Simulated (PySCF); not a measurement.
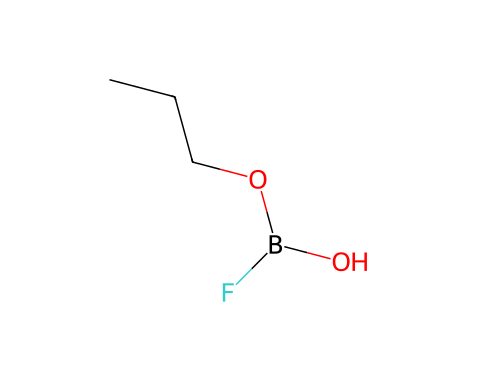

2D structure.

**Transcribe the drawing into SMILES.**

CCCOB(O)F

**Give the formula, hydrogens included.**

C3H8BFO2.

**An optimisation with GFN2-xTB gave a structure of which point group?**

C1. Other conformers may differ.

More results for the same structure follow; atom numbers are the same in all pictures, views and colours differ. Computed geometry: GFN2-xTB optimisation. No frequency run is at hand to confirm it as a minimum.

## Shape

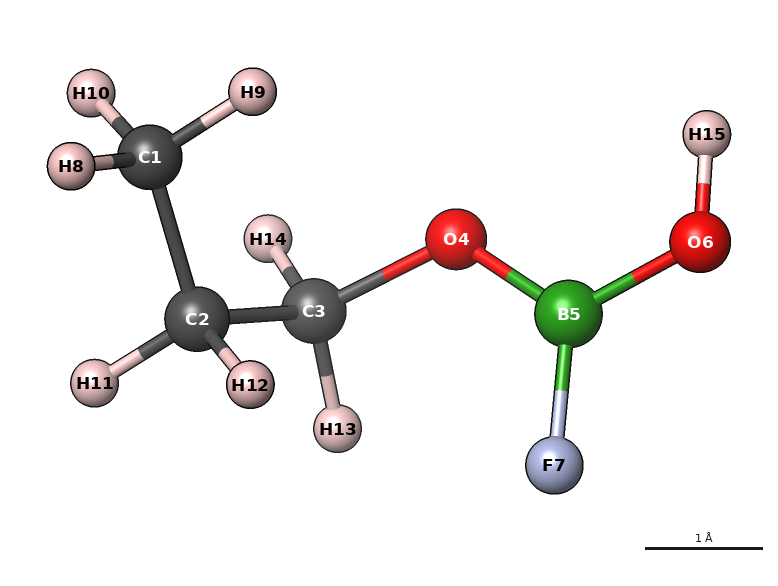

Atoms carry their numbers in the input. No frequency run is at hand to confirm it as a minimum.

Give the bond lengths.

```json
{"bond": "C1–C2", "length (Å)": "1.524", "order": "single"}
{"bond": "C1–H8", "length (Å)": "1.087", "order": "single"}
{"bond": "C1–H9", "length (Å)": "1.087", "order": "single"}
{"bond": "C1–H10", "length (Å)": "1.088", "order": "single"}
{"bond": "C2–C3", "length (Å)": "1.528", "order": "single"}
{"bond": "C2–H11", "length (Å)": "1.091", "order": "single"}
{"bond": "C2–H12", "length (Å)": "1.092", "order": "single"}
{"bond": "C3–O4", "length (Å)": "1.422", "order": "single"}
{"bond": "C3–H13", "length (Å)": "1.095", "order": "single"}
{"bond": "C3–H14", "length (Å)": "1.094", "order": "single"}
{"bond": "O4–B5", "length (Å)": "1.343", "order": "single"}
{"bond": "B5–O6", "length (Å)": "1.342", "order": "single"}
{"bond": "B5–F7", "length (Å)": "1.340", "order": "single"}
{"bond": "O6–H15", "length (Å)": "0.956", "order": "single"}
```

## Polarisability

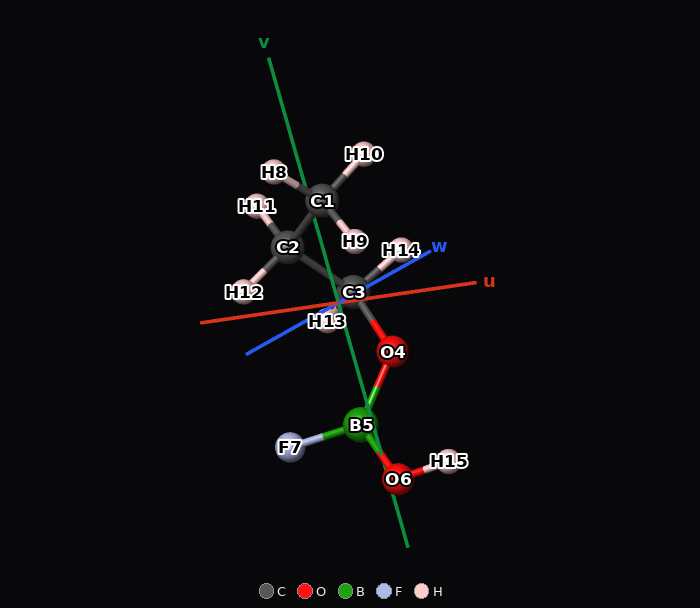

The lines u, v and w are the principal axes of the static dipole polarisability. No frequency run is at hand to confirm it as a minimum. Computed with CAM-B3LYP/def2-SVPD (PySCF 2.14.0).

**Along which axis is the molecule most polarisable, and along which least?**

Most along v (close to the long direction C1···O6), least along u.

**Give the three principal values.**

u 52.5, v 65.2, w 56.5 bohr³; mean 58.1, anisotropy 11.2 bohr³.

## Excitation

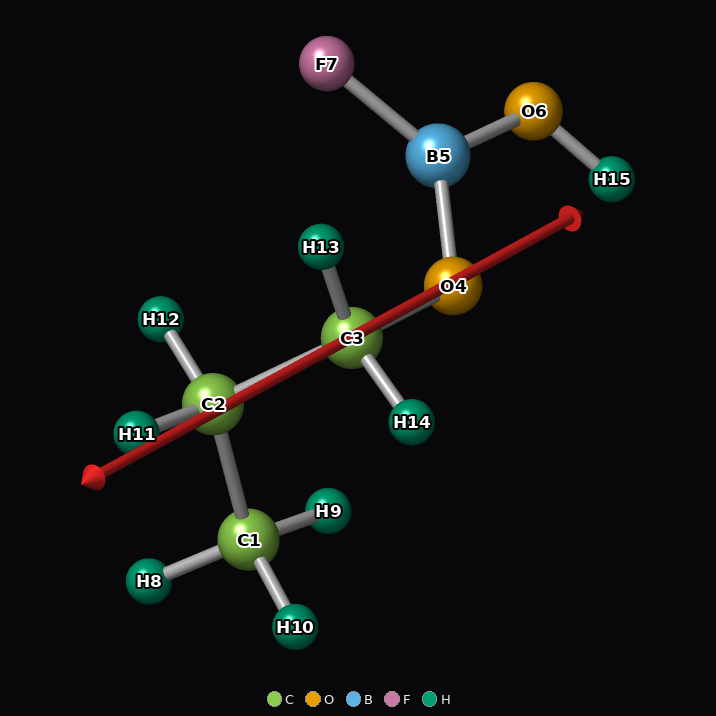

The double arrow shows the direction of the transition dipole to excited singlet state 3 (its length means nothing). No frequency run is at hand to confirm it as a minimum. Properties computed with TDDFT CAM-B3LYP/def2-SVPD, vertical, gas phase, core orbitals frozen in the response (PySCF 2.14.0).

**How is the transition polarised?**

Nearly parallel to the B5–O6 bond.

**Give its energy, strength and character.**

8.83 eV (140 nm), oscillator strength 0.025, mainly HOMO → LUMO+1 (weight 0.66); transition dipole 0.87 D.

## NMR shielding

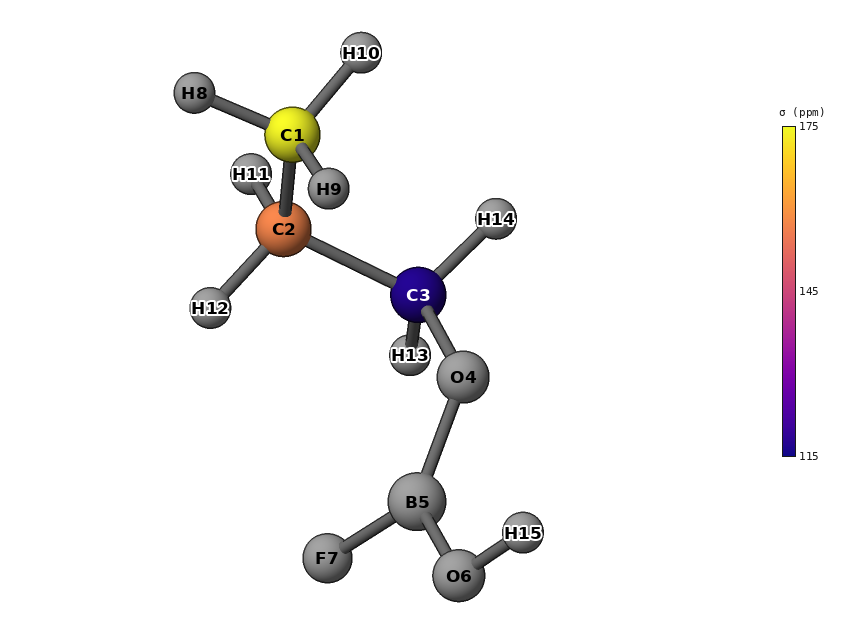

Atoms are coloured by their isotropic NMR shieldings (C only, the others grey). No frequency run is at hand to confirm it as a minimum. Method: GIAO PBE0/pcSseg-1 NMR shielding, non-relativistic, gas phase (PySCF 2.14.0).

List the isotropic NMR shieldings of the C atoms.

```json
{"atom": "C1", "σ (ppm)": "174.2"}
{"atom": "C2", "σ (ppm)": "157.1"}
{"atom": "C3", "σ (ppm)": "117.1"}
```

## Charges

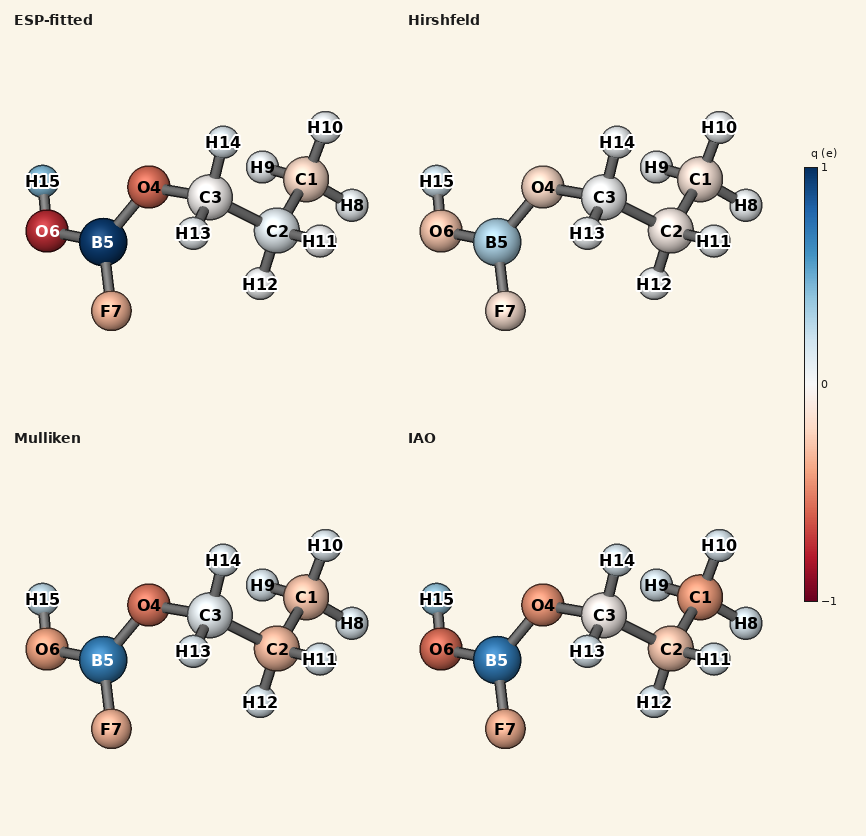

Atomic charges of one calculation by 4 schemes, on one colour scale. No frequency run is at hand to confirm it as a minimum. Method: PBE0/pcSseg-1 (PySCF 2.14.0).

**On which atom do the schemes disagree most?**

On B5 (from 0.31 to 0.96 e).

List the charges (e), one line for each set of equivalent atoms.

```tsv
atom	ESP-fitted	Hirshfeld	Mulliken	IAO
C1	−0.19	−0.12	−0.28	−0.42
C2	0.09	−0.07	−0.31	−0.26
C3	−0.02	0.01	0.07	−0.05
O4	−0.56	−0.19	−0.53	−0.44
B5	0.96	0.31	0.69	0.71
O6	−0.74	−0.27	−0.40	−0.56
F7	−0.33	−0.16	−0.33	−0.35
H8	0.05	0.04	0.12	0.14
H9	0.06	0.04	0.12	0.14
H10	0.05	0.04	0.11	0.14
H11	0.00	0.05	0.12	0.14
H12	0.02	0.04	0.13	0.14
H13	0.06	0.04	0.12	0.14
H14	0.11	0.04	0.12	0.15
H15	0.44	0.19	0.25	0.38
```

Mulliken values depend strongly on the basis set and can even reverse the polarity of a bond. The geometry is semi-empirical. Around B such bond lengths and angles can be off by a tenth of an ångström or more and by several degrees, and values that hang on the shape move with them.
